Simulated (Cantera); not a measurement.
Feed: 1 mol Pb, 0.058 mol O₂, 1.1 mol N₂, held at 16.0 Pa.

Equilibrium computed with Cantera from the NASA thermochemical tables; the gas is ideal and each condensed phase is pure. Candidate condensed phases: Pb, PbO, PbO₂, Pb₃O₄; 12 gas species. The numbers say what is thermodynamically allowed, not how fast it happens.

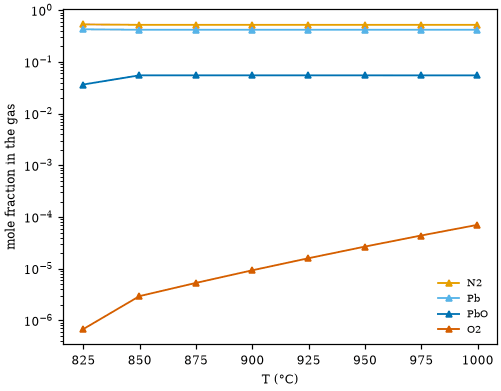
Figure: Equilibrium gas composition (values under 1e-9 drawn at 1e-9)

At 825 °C the condensed part is PbO(yellow). From 850 °C to 1000 °C nothing is condensed. The main Pb-bearing gas is Pb throughout.
